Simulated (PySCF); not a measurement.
# C₃H₅BF₂O: a tour of settings

Which settings matter for C₃H₅BF₂O (`CO/C=C\B(F)F`)?

Computed with PySCF 2.14.0, with density-fitted response routines of our own, on a single molecule in the gas phase. Atoms count from 0, in the outputs and in this text.

**1. Starting geometry**

12 atoms, charge 0, multiplicity 1; geometry from: GFN2-xTB.

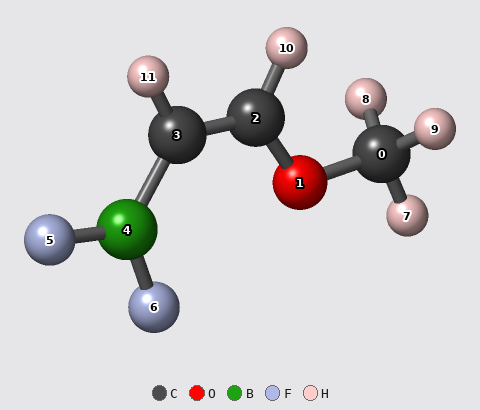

As it starts; carbon dark grey, oxygen red, boron green, fluorine light blue, hydrogen pink, atoms numbered.

**2. Nuclear shieldings: PBE0/pcSseg-1**

What the job is given:

```
{"job": {"kind": "nmr", "xc": "PBE0", "basis": "pcSseg-1"}, "charge": 0, "multiplicity": 1}
C     -2.023158     0.207665    -0.681345
O     -0.660903     0.400206    -0.367608
C     -0.035620    -0.604864     0.248412
C      1.259344    -0.558185     0.605579
B      2.213813     0.621134     0.374810
F      3.481013     0.573483     0.765077
F      1.887261     1.759474    -0.211952
H     -2.354061     1.120754    -1.171265
H     -2.157459    -0.639439    -1.361045
H     -2.618653     0.043390     0.221976
H     -0.638730    -1.487940     0.453627
H      1.648351    -1.436363     1.097709
```

With the program's defaults for keys left out, this is: GIAO PBE0/pcSseg-1 NMR shielding, non-relativistic, gas phase.

Command:

```
OMP_NUM_THREADS=1 python probes_run.py task.json out
```

The driver reads the jobs from task.json and runs them one after another.

What it wrote:

```text
coarse grid: 10704 points
cycle   1  E = -416.5455170170  dE =  9.099e-01  |g| = 7.619e-01  |ddm| = 3.003e+00
cycle   2  E = -416.4710717241  dE =  7.445e-02  |g| = 1.046e+00  |ddm| = 1.126e+00
cycle   3  E = -416.6450165200  dE = -1.739e-01  |g| = 8.326e-02  |ddm| = 6.597e-01
cycle   4  E = -416.6461411973  dE = -1.125e-03  |g| = 4.150e-02  |ddm| = 7.833e-02
cycle   5  E = -416.6464620871  dE = -3.209e-04  |g| = 1.373e-02  |ddm| = 3.676e-02
cycle   6  E = -416.6465032002  dE = -4.111e-05  |g| = 3.263e-03  |ddm| = 1.366e-02
cycle   7  E = -416.6465057488  dE = -2.549e-06  |g| = 8.810e-04  |ddm| = 2.923e-03
final grid: 106112 points
cycle   8  E = -416.7059364945  dE = -4.640e-05  |g| = 1.092e-02  |ddm| = 2.065e-02
cycle   9  E = -416.7059115284  dE =  2.497e-05  |g| = 1.628e-02  |ddm| = 1.471e-02
cycle  10  E = -416.7059571896  dE = -4.566e-05  |g| = 1.783e-03  |ddm| = 1.001e-02
cycle  11  E = -416.7059578825  dE = -6.928e-07  |g| = 3.171e-04  |ddm| = 1.596e-03
cycle  12  E = -416.7059579014  dE = -1.896e-08  |g| = 1.594e-04  |ddm| = 3.657e-04
cycle  13  E = -416.7059579076  dE = -6.225e-09  |g| = 2.210e-05  |ddm| = 1.214e-04
cycle  14  E = -416.7059579077  dE = -1.094e-10  |g| = 4.525e-06  |ddm| = 2.008e-05
converged SCF energy = -416.7059579077

GIAO shielding tensors (ppm)
atom      isotropic    diamagn.    paramagn.     s11        s22        s33       span
  0 C      126.278     244.184    -117.906     93.141    101.358    184.335     91.194
  1 O      193.646     398.658    -205.012     36.335    244.089    300.513    264.178
  2 C        9.084     255.235    -246.151    -99.245     35.605     90.894    190.138
  3 C       92.787     258.858    -166.071     -5.331    117.858    165.833    171.164
  4 B       77.195     193.056    -115.861     61.239     81.481     88.864     27.625
  5 F      253.489     465.684    -212.195    107.135    299.977    353.355    246.220
  6 F      254.783     471.163    -216.380    101.502    294.280    368.569    267.067
  7 H       27.563      28.319      -0.756     23.814     25.953     32.923      9.109
  8 H       27.930      28.742      -0.812     24.608     25.843     33.340      8.732
  9 H       27.931      28.749      -0.818     24.610     25.844     33.339      8.729
 10 H       24.749      32.051      -7.302     22.561     23.482     28.204      5.644
 11 H       27.334      30.931      -3.597     25.585     26.839     29.579      3.994
```

It took 14 s on 1 thread of Intel Xeon Platinum 8488C, shared host; peak memory 0.69 GiB.

The references, computed at this level on geometries of the same kind, shield at (ppm): ¹H TMS 31.72, ¹³C TMS 186.9, ¹⁹F CFCl3 170.9, ¹⁷O H2O 336.1, ¹¹B BF3·OEt2 100.1. Their shielding less the atom's gives the shift. The references are single molecules in the gas phase, so shifts against H2O, NH3, PH3, H3PO4 or CFCl3 are not on the usual liquid scales and can be off by tens of ppm. Atoms listed in one row are averaged.

| atoms | environment | σ (ppm) | δ (ppm) | δ scaled to CDCl3 |
| --- | --- | --- | --- | --- |
| C2 | alkene carbon bearing oxygen | 9.1 | 177.8 | 171.7 |
| C3 | β carbon of an enol-ether or enamine type C=C | 92.8 | 94.1 | 90.0 |
| C0 | methyl carbon bonded to O | 126.3 | 60.6 | 57.3 |
| H10 | hydrogen on an alkene carbon bearing oxygen | 24.75 | 6.97 | 6.67 |
| H11 | hydrogen on a β carbon of an enol-ether or enamine type C=C | 27.33 | 4.38 | 4.24 |
| H7, H8, H9 | hydrogen on a methyl carbon bonded to O | 27.81 | 3.91 | 3.79 |
| O1 | ether oxygen | 193.6 | 142.4 | – |
| B4 | boron bonded to C, 2 F | 77.2 | 22.9 | – |
| F5, F6 | fluorine bonded to B | 254.1 | -83.2 | – |

The scaled column applies a straight-line fit of computed shieldings to shifts measured in CDCl3; 19F shifts take a fit of their own (root-mean-square error 0.16 ppm for H, 1.9 ppm for C).

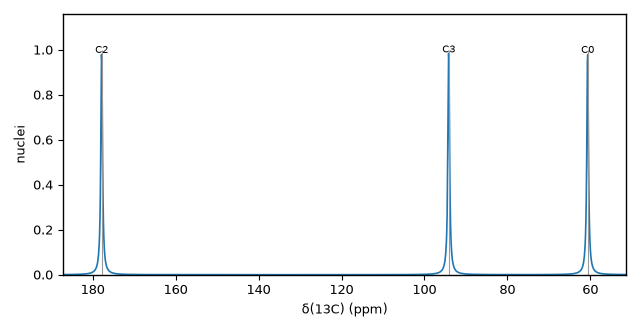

¹³C lines at the computed shifts, without couplings. Lines are broadened to a width of 0.47 ppm (Lorentzian).

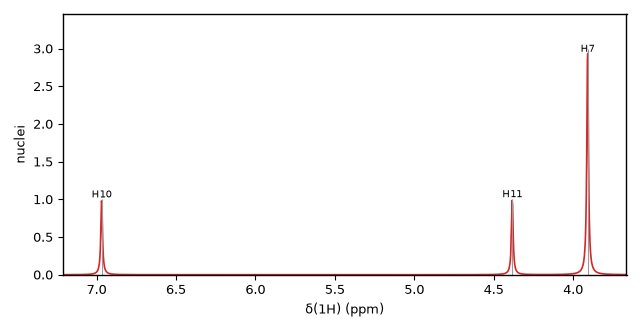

¹H lines at the computed shifts, without couplings. Lines are broadened to a width of 0.01 ppm (Lorentzian).

The run also stored atomic charges by several schemes (e):

| atoms | Mulliken | IAO | Hirshfeld | ESP fit |
| --- | --- | --- | --- | --- |
| C0 | -0.04 | -0.21 | -0.02 | -0.26 |
| O1 | -0.42 | -0.30 | -0.09 | -0.17 |
| C2 | 0.16 | 0.13 | 0.06 | 0.30 |
| C3 | -0.45 | -0.43 | -0.19 | -0.85 |
| B4 | 0.76 | 0.70 | 0.28 | 0.94 |
| F5, F6 | -0.30 | -0.32 | -0.15 | -0.35 |

IAO charges:

| atom | value (e) |
| --- | --- |
| C0 | -0.21 |
| O1 | -0.30 |
| C2 | 0.13 |
| C3 | -0.43 |
| B4 | 0.70 |
| F5 | -0.33 |
| F6 | -0.32 |
| H7 | 0.17 |
| H8 | 0.14 |
| H9 | 0.14 |
| H10 | 0.14 |
| H11 | 0.17 |

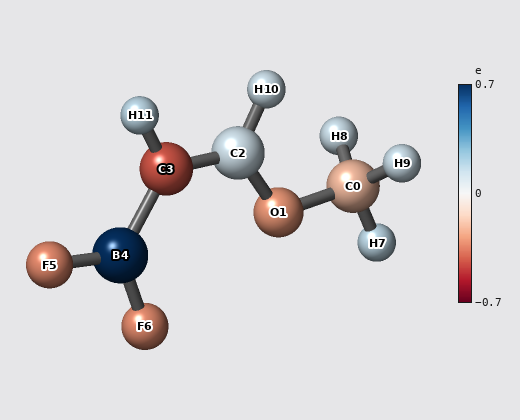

IAO charges, as colours on the atoms.

Mayer bond orders: C0–O1 0.89, O1–C2 1.09, C2–C3 1.76, C3–B4 1.02, B4–F5 1.09, B4–F6 1.11.

**3. Ultraviolet spectrum: PBE0/def2-SVPD**

Same as in step 2 but for these lines:

```diff
@@ -1,2 +1,2 @@
-{"job": {"kind": "nmr", "xc": "PBE0", "basis": "pcSseg-1"}, "charge": 0, "multiplicity": 1}
+{"job": {"kind": "uv", "xc": "PBE0", "basis": "def2-SVPD", "nstates": 6, "ntriplets": 2}, "charge": 0, "multiplicity": 1}
 C     -2.023158     0.207665    -0.681345
```

Level: TDDFT PBE0/def2-SVPD, vertical, gas phase, core orbitals frozen in the response.

What it wrote:

```text
coarse grid: 10704 points
cycle   1  E = -416.2985154992  dE =  8.589e-01  |g| = 7.107e-01  |ddm| = 5.105e+00
cycle   2  E = -416.2220743572  dE =  7.644e-02  |g| = 9.883e-01  |ddm| = 1.838e+00
cycle   3  E = -416.3922623471  dE = -1.702e-01  |g| = 7.834e-02  |ddm| = 9.905e-01
cycle   4  E = -416.3933089106  dE = -1.047e-03  |g| = 3.711e-02  |ddm| = 1.369e-01
cycle   5  E = -416.3935777115  dE = -2.688e-04  |g| = 1.309e-02  |ddm| = 5.039e-02
cycle   6  E = -416.3936157856  dE = -3.807e-05  |g| = 3.242e-03  |ddm| = 1.786e-02
cycle   7  E = -416.3936184150  dE = -2.629e-06  |g| = 8.145e-04  |ddm| = 5.358e-03
final grid: 106112 points
cycle   8  E = -416.4535626464  dE = -4.081e-05  |g| = 9.802e-03  |ddm| = 1.009e-01
cycle   9  E = -416.4535408571  dE =  2.179e-05  |g| = 1.473e-02  |ddm| = 2.105e-02
cycle  10  E = -416.4535809553  dE = -4.010e-05  |g| = 1.654e-03  |ddm| = 1.273e-02
cycle  11  E = -416.4535816035  dE = -6.483e-07  |g| = 2.740e-04  |ddm| = 2.144e-03
cycle  12  E = -416.4535816183  dE = -1.474e-08  |g| = 1.441e-04  |ddm| = 5.395e-04
cycle  13  E = -416.4535816235  dE = -5.261e-09  |g| = 1.815e-05  |ddm| = 1.749e-04
cycle  14  E = -416.4535816236  dE = -7.901e-11  |g| = 3.210e-06  |ddm| = 4.177e-05
converged SCF energy = -416.4535816236

Static polarisability (au): isotropic 58.527, principal 41.034 52.125 82.421

Singlet excitations
state   eV       nm        f      main configurations
  1   5.7045    217.3   0.39851   H->L 0.97
  2   6.6015    187.8   0.03619   H->L+1 0.94
  3   6.9945    177.3   0.00024   H-1->L 0.98
  4   7.2103    172.0   0.00118   H->L+2 0.96
  5   7.4609    166.2   0.00137   H->L+3 0.95
  6   8.0066    154.9   0.00338   H->L+4 0.72, H-3->L 0.23

Triplet excitations (Tamm-Dancoff, eV): 3.5860 6.4594
```

Run time: 20 s. Hardware: 1 thread of Intel Xeon Platinum 8488C, shared host; peak memory 0.75 GiB.

Frontier orbitals and where they lie:

| orbital | eV | atoms |
| --- | --- | --- |
| HOMO−3 | -10.74 | O1 25 %, C3 17 %, C0 14 % |
| HOMO−2 | -10.60 | O1 29 %, C0 21 %, C2 18 % |
| HOMO−1 | -9.77 | O1 28 %, C3 16 %, C2 13 % |
| HOMO | -7.31 | C3 36 %, O1 25 %, C2 18 % |
| LUMO | -1.08 | C2 31 %, C3 20 %, B4 18 % |
| LUMO+1 | 0.47 | C0 23 %, C2 16 %, B4 15 % |
| LUMO+2 | 0.91 | B4 36 %, C0 14 %, H9 8 % |

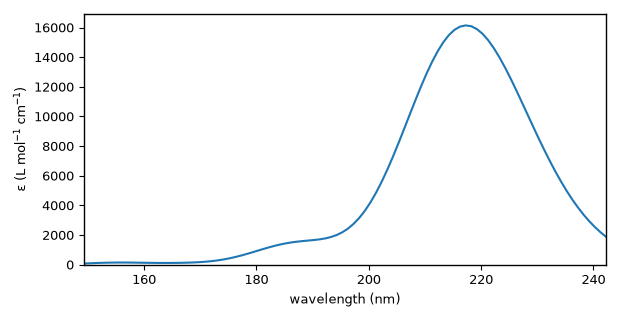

Absorption spectrum: each of the 6 states is a Gaussian band of 0.4 eV half-width at 1/e. Beyond the last state computed it falls off for lack of states.

Further results of this job:

| property | computed |
| --- | --- |
| dipole moment (D) | 4.55 |
| polarisability (Å³) | 8.67 |
| HOMO–LUMO gap (eV) | 6.23 |
| −ε(HOMO) (eV) | 7.31 |

**4. Ultraviolet spectrum: PBE0/def2-SVPD**

Same as in step 3 but for these lines:

```diff
@@ -1,2 +1,2 @@
-{"job": {"kind": "uv", "xc": "PBE0", "basis": "def2-SVPD", "nstates": 6, "ntriplets": 2}, "charge": 0, "multiplicity": 1}
+{"job": {"kind": "uv", "xc": "PBE0", "basis": "def2-SVPD", "nstates": 25, "ntriplets": 0, "tda": true}, "charge": 0, "multiplicity": 1}
 C     -2.023158     0.207665    -0.681345
```

With the program's defaults for keys left out, this is: TDA PBE0/def2-SVPD, vertical, gas phase, core orbitals frozen in the response.

What it wrote:

```text
coarse grid: 10704 points
cycle   1  E = -416.2985154992  dE =  8.589e-01  |g| = 7.107e-01  |ddm| = 5.105e+00
cycle   2  E = -416.2220743572  dE =  7.644e-02  |g| = 9.883e-01  |ddm| = 1.838e+00
cycle   3  E = -416.3922623471  dE = -1.702e-01  |g| = 7.834e-02  |ddm| = 9.905e-01
cycle   4  E = -416.3933089106  dE = -1.047e-03  |g| = 3.711e-02  |ddm| = 1.369e-01
cycle   5  E = -416.3935777115  dE = -2.688e-04  |g| = 1.309e-02  |ddm| = 5.039e-02
cycle   6  E = -416.3936157856  dE = -3.807e-05  |g| = 3.242e-03  |ddm| = 1.786e-02
cycle   7  E = -416.3936184150  dE = -2.629e-06  |g| = 8.145e-04  |ddm| = 5.358e-03
final grid: 106112 points
cycle   8  E = -416.4535626464  dE = -4.081e-05  |g| = 9.802e-03  |ddm| = 1.009e-01
cycle   9  E = -416.4535408571  dE =  2.179e-05  |g| = 1.473e-02  |ddm| = 2.105e-02
cycle  10  E = -416.4535809553  dE = -4.010e-05  |g| = 1.654e-03  |ddm| = 1.273e-02
cycle  11  E = -416.4535816035  dE = -6.483e-07  |g| = 2.740e-04  |ddm| = 2.144e-03
cycle  12  E = -416.4535816183  dE = -1.474e-08  |g| = 1.441e-04  |ddm| = 5.395e-04
cycle  13  E = -416.4535816235  dE = -5.261e-09  |g| = 1.815e-05  |ddm| = 1.749e-04
cycle  14  E = -416.4535816236  dE = -7.901e-11  |g| = 3.210e-06  |ddm| = 4.177e-05
converged SCF energy = -416.4535816236

Static polarisability (au): isotropic 58.527, principal 41.034 52.125 82.421

Singlet excitations
state   eV       nm        f      main configurations
  1   6.0508    204.9   0.53606   H->L 0.92
  2   6.6053    187.7   0.03934   H->L+1 0.94
  3   7.0224    176.6   0.00058   H-1->L 0.98
  4   7.2136    171.9   0.00153   H->L+2 0.96
  5   7.4641    166.1   0.00161   H->L+3 0.95
  6   8.0145    154.7   0.00309   H->L+4 0.73, H-3->L 0.22
  7   8.0905    153.2   0.00643   H-3->L 0.74, H->L+4 0.21
  8   8.5411    145.2   0.03063   H->L+5 0.90
  9   8.5859    144.4   0.00003   H-4->L 0.92
 10   8.6854    142.8   0.06807   H-2->L 0.87
 11   8.7063    142.4   0.02792   H->L+6 0.89
 12   8.8634    139.9   0.01132   H->L+7 0.91
 13   9.0135    137.6   0.01261   H->L+8 0.88
 14   9.1365    135.7   0.01480   H-1->L+1 0.91
 15   9.1514    135.5   0.00460   H-5->L 0.87
 16   9.2947    133.4   0.08354   H->L+9 0.81
 17   9.6408    128.6   0.07526   H-1->L+2 0.87, H-3->L+1 0.08
 18   9.7355    127.4   0.00979   H->L+10 0.89
 19   9.7872    126.7   0.00255   H-2->L+1 0.92
 20   9.8208    126.2   0.01761   H-6->L 0.91
 21   9.9680    124.4   0.05719   H->L+11 0.59, H-1->L+3 0.20
 22  10.0027    124.0   0.07277   H-1->L+3 0.66, H->L+11 0.12
 23  10.0604    123.2   0.00868   H->L+12 0.86, H-7->L 0.08
 24  10.1206    122.5   0.07117   H-3->L+1 0.61, H-1->L+4 0.20
 25  10.1548    122.1   0.01015   H-7->L 0.76, H->L+12 0.09
```

Run time: 21 s. Hardware: 1 thread of Intel Xeon Platinum 8488C, shared host; peak memory 0.77 GiB.

Key values: HOMO -7.31 eV, LUMO -1.08 eV; lowest singlet 6.05 eV.

**5. J couplings: LC-wPBE/def2-SVPD**

Same as in step 4 but for these lines:

```diff
@@ -1,2 +1,2 @@
-{"job": {"kind": "uv", "xc": "PBE0", "basis": "def2-SVPD", "nstates": 25, "ntriplets": 0, "tda": true}, "charge": 0, "multiplicity": 1}
+{"job": {"kind": "j", "xc": "LC-wPBE", "basis": "def2-SVPD", "scf": {"level_shift": 0.9, "max_cycle": 84}}, "charge": 0, "multiplicity": 1}
 C     -2.023158     0.207665    -0.681345
```

Method: LC-wPBE/def2-SVPD indirect spin-spin coupling, non-relativistic, gas phase.

What it wrote:

```text
final grid: 106112 points
cycle   1  E = -416.3037449136  dE =  1.329e+00  |g| = 1.172e+00  |ddm| = 4.335e+00
cycle   2  E = -416.6003429109  dE = -2.966e-01  |g| = 3.943e-01  |ddm| = 1.850e+00
cycle   3  E = -416.6367524412  dE = -3.641e-02  |g| = 1.557e-01  |ddm| = 6.260e-01
cycle   4  E = -416.6457144875  dE = -8.962e-03  |g| = 8.148e-02  |ddm| = 3.551e-01
cycle   5  E = -416.6486670038  dE = -2.953e-03  |g| = 4.209e-02  |ddm| = 1.733e-01
cycle   6  E = -416.6495914976  dE = -9.245e-04  |g| = 2.337e-02  |ddm| = 1.076e-01
cycle   7  E = -416.6498970073  dE = -3.055e-04  |g| = 1.327e-02  |ddm| = 6.640e-02
cycle   8  E = -416.6500069016  dE = -1.099e-04  |g| = 7.745e-03  |ddm| = 4.377e-02
cycle   9  E = -416.6500462338  dE = -3.933e-05  |g| = 4.631e-03  |ddm| = 2.654e-02
cycle  10  E = -416.6500614084  dE = -1.517e-05  |g| = 2.739e-03  |ddm| = 1.618e-02
cycle  11  E = -416.6500666821  dE = -5.274e-06  |g| = 1.712e-03  |ddm| = 9.745e-03
cycle  12  E = -416.6500687102  dE = -2.028e-06  |g| = 1.061e-03  |ddm| = 5.702e-03
cycle  13  E = -416.6500694769  dE = -7.667e-07  |g| = 6.567e-04  |ddm| = 3.395e-03
cycle  14  E = -416.6500697570  dE = -2.801e-07  |g| = 4.105e-04  |ddm| = 2.054e-03
cycle  15  E = -416.6500698685  dE = -1.115e-07  |g| = 2.550e-04  |ddm| = 1.293e-03
cycle  16  E = -416.6500699110  dE = -4.250e-08  |g| = 1.582e-04  |ddm| = 8.190e-04
cycle  17  E = -416.6500699301  dE = -1.913e-08  |g| = 9.922e-05  |ddm| = 5.286e-04
cycle  18  E = -416.6500699365  dE = -6.322e-09  |g| = 6.156e-05  |ddm| = 3.387e-04
cycle  19  E = -416.6500699389  dE = -2.430e-09  |g| = 3.872e-05  |ddm| = 2.164e-04
cycle  20  E = -416.6500699398  dE = -9.493e-10  |g| = 2.434e-05  |ddm| = 1.387e-04
level shift removed, Fock matrix diagonalised once more
converged SCF energy = -416.6500699398

Indirect spin-spin couplings (Hz)
  i      j    bonds     total        FC       PSO       DSO        SD
  0 C    1 O    1     17.555    19.267    -1.594    -0.118         -
  0 C    2 C    2     -2.671    -2.355    -0.262    -0.054         -
  0 C    3 C    3      7.044     7.090     0.056    -0.102         -
  0 C    4 B    4     -0.161    -0.142     0.042    -0.063     0.003
  0 C    6 F    5      0.244     0.298     0.092    -0.156     0.010
  0 C    7 H    1    177.707   176.893     0.101     0.713         -
  0 C    8 H    1    168.768   167.876     0.147     0.744         -
  0 C    9 H    1    168.731   167.840     0.147     0.744         -
  0 C   10 H    3      6.604     6.571    -0.055     0.088         -
  0 C   11 H    4      0.709     0.808     0.252    -0.352         -
  1 O    2 C    1     22.505    17.505     5.140    -0.139         -
  1 O    3 C    2    -19.267   -20.817     1.538     0.012         -
  1 O    4 B    3     -2.610    -2.292    -0.023    -0.040    -0.254
  1 O    5 F    4     -2.365    -0.556    -0.105     0.108    -1.811
  1 O    6 F    4    -16.345   -12.370    -2.101    -0.136    -1.738
  1 O    7 H    2    -10.051    -9.414    -0.695     0.058         -
  1 O    8 H    2     -0.890    -0.469    -0.556     0.135         -
  1 O    9 H    2     -0.885    -0.464    -0.557     0.136         -
  1 O   10 H    2     -1.460    -2.085     0.428     0.197         -
  1 O   11 H    3    -10.387   -10.875     0.213     0.276         -
  2 C    3 C    1    174.301   182.228    -8.164     0.237         -
  2 C    4 B    2     -5.314    -5.882     0.096     0.049     0.423
  2 C    5 F    3     31.149    22.941     4.140    -0.261     4.330
  2 C    6 F    3     -1.033    -3.114    -0.932    -0.025     3.038
  2 C    7 H    3     13.949    14.234     0.340    -0.626         -
  2 C    8 H    3      1.731     1.902    -0.123    -0.049         -
  2 C    9 H    3      1.741     1.913    -0.123    -0.048         -
  2 C   10 H    1    207.255   206.716    -0.541     1.080         -
  2 C   11 H    2     -6.017    -4.304    -1.465    -0.247         -
  3 C    4 B    1    184.349   185.436    -1.484     0.405    -0.008
  3 C    5 F    2     85.268    90.408    -3.550    -0.013    -1.577
  3 C    6 F    2     62.657    67.957    -3.948    -0.040    -1.312
  3 C    7 H    4      0.219     0.352     0.237    -0.371         -
  3 C    8 H    4      0.454     0.548     0.182    -0.276         -
  3 C    9 H    4      0.454     0.548     0.182    -0.276         -
  3 C   10 H    2      1.077     2.383    -0.930    -0.376         -
  3 C   11 H    1    180.303   178.830     0.548     0.925         -
  4 B    5 F    1    -85.747   -47.730   -38.229     1.063    -0.851
  4 B    6 F    1    -86.037   -47.421   -38.879     1.114    -0.851
  4 B    8 H    5     -0.274    -0.209     0.151    -0.202    -0.014
  4 B    9 H    5     -0.274    -0.209     0.151    -0.202    -0.014
  4 B   10 H    3     11.112    11.172     0.325    -0.402     0.017
  4 B   11 H    2     -4.159    -3.879    -0.238     0.001    -0.043
  5 F    6 F    2     90.948   285.877  -197.312    -0.778     3.161
  5 F    7 H    6     -0.318    -0.006     0.530    -0.777    -0.064
  5 F   10 H    4      3.502     3.033     1.517    -1.163     0.115
  5 F   11 H    3     -2.303    -0.539    -1.388    -0.046    -0.330
  6 F   10 H    4     -0.785     0.216     0.616    -1.408    -0.210
  6 F   11 H    3     19.786    21.723     0.051    -1.797    -0.192
  7 H    8 H    2    -14.378   -13.730     2.010    -2.658         -
  7 H    9 H    2    -14.390   -13.744     2.009    -2.655         -
  7 H   10 H    4     -0.794    -0.241     1.509    -2.061         -
  7 H   11 H    5     -0.456    -0.048     1.054    -1.462         -
  8 H    9 H    2    -11.004   -10.420     1.974    -2.558         -
  8 H   10 H    4      0.324     0.055    -0.625     0.895         -
  8 H   11 H    5     -0.751    -0.493     0.653    -0.911         -
  9 H   10 H    4      0.324     0.055    -0.626     0.895         -
  9 H   11 H    5     -0.751    -0.492     0.653    -0.911         -
 10 H   11 H    3      7.462     7.666    -0.113    -0.091         -
```

It took 51 s on 1 thread of Intel Xeon Platinum 8488C, shared host; peak memory 0.77 GiB.

Despite a large level shift, the SCF converged in 20 cycles.

The basis is not made for couplings: without tight functions at the nuclei these values are rough.

A choice of the couplings up to four bonds, sorted by the number of bonds, with means over like pairs; isotopes 11B, 13C, 19F, 1H, 17O:

| pair | bonds | J (Hz) | Fermi contact (Hz) | dihedral (°) |
| --- | --- | --- | --- | --- |
| C2–H10 | 1 | 207.3 | 206.7 | – |
| C3–B4 | 1 | 184.3 | 185.4 | – |
| C3–H11 | 1 | 180.3 | 178.8 | – |
| C2–C3 | 1 | 174.3 | 182.2 | – |
| C0–H7 | 1 | 171.7 | 170.9 | – |
| B4–F5 | 1 | -85.9 | -47.6 | – |
| O1–C2 | 1 | 22.5 | 17.5 | – |
| C0–O1 | 1 | 17.6 | 19.3 | – |
| F5–F6 | 2 | 90.9 | 285.9 | – |
| C3–F5 | 2 | 74.0 | 79.2 | – |
| O1–C3 | 2 | -19.3 | -20.8 | – |
| H7–H8 | 2 | -13.3 | -12.6 | – |
| C2–H11 | 2 | -6.0 | -4.3 | – |
| C2–B4 | 2 | -5.3 | -5.9 | – |
| B4–H11 | 2 | -4.2 | -3.9 | – |
| O1–H7 | 2 | -3.9 | -3.4 | – |
| C0–C2 | 2 | -2.7 | -2.4 | – |
| C2–F5 | 3 | 15.1 | 9.9 | – |
| B4–H10 | 3 | 11.1 | 11.2 | 180 |
| O1–H11 | 3 | -10.4 | -10.9 | -180 |
| F5–H11 | 3 | 8.7 | 10.6 | – |
| H10–H11 | 3 | 7.5 | 7.7 | 0 |
| C0–C3 | 3 | 7.0 | 7.1 | -180 |
| C0–H10 | 3 | 6.6 | 6.6 | 0 |
| C2–H7 | 3 | 5.8 | 6.0 | – |
| O1–B4 | 3 | -2.6 | -2.3 | 0 |
| O1–F5 | 4 | -9.4 | -6.5 | – |
| F5–H10 | 4 | 1.4 | 1.6 | – |

Means hide unlike values in this fixed geometry: O1–H7 from -10.1 to -0.9 Hz; C2–F5 from -1.0 to 31.1 Hz; F5–H11 from -2.3 to 19.8 Hz. They hold only if the pairs exchange fast.

The spin-dipole term was solved for some atoms only; pairs without it lack that part.

The response was solved for the nuclei of B, C, F, H alone, so couplings that need other nuclei can be missing.

Quadrupole couplings from the field gradients of the same density:

| atom | isotope | eQq/h (MHz) | η |
| --- | --- | --- | --- |
| O1 | 17O | -10.3 | 0.53 |
| B4 | 11B | 3.040 | 0.72 |

Shifts (PBE0/pcSseg-1, unscaled) and these couplings together give the proton spectrum at 600 MHz below. Couplings to quadrupolar nuclei are left out.

¹H NMR δ 6.97 (dt, J = 7.5, 1.4 Hz, 1H), 4.38 (td, J = 8.7, 7.5 Hz, 1H), 3.91 (s, 3H).

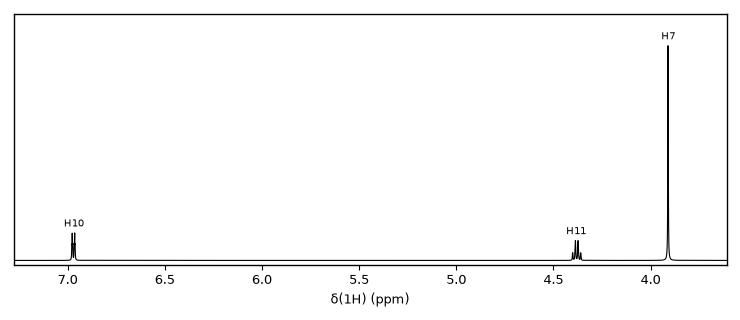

Simulated proton spectrum at 600 MHz, by exact diagonalisation of each spin system; lines 1.2 Hz wide, exchangeable protons uncoupled.

(Part 1 of 2 ends here.)
